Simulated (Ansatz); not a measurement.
The reference is CdSiP$_{2}$ in the chalcopyrite structure (space group I-42d, No. 122; a = 5.644 Å, c = 10.500 Å).

One thing is altered: cell and atoms relaxed at a pressure of 4.5 GPa.

Level of theory: Kohn–Sham DFT with the PBEsol functional, run in Ansatz (a quantum-chemistry and plane-wave program) with PAW and 420 eV plane waves, no SOC, earlier PAW set.

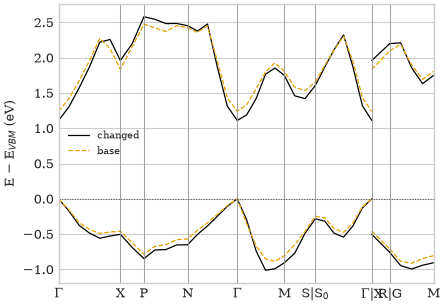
Figure: Highest valence and lowest conduction band along the path, each from its own valence-band maximum

The gap is 1.11 eV, direct at Γ; the base has 1.24 eV.

Load acts through the strain it causes; cell and atoms are relaxed under it. Gaps are read on the SCF mesh and a high-symmetry path. Stability against distortions was not tested.
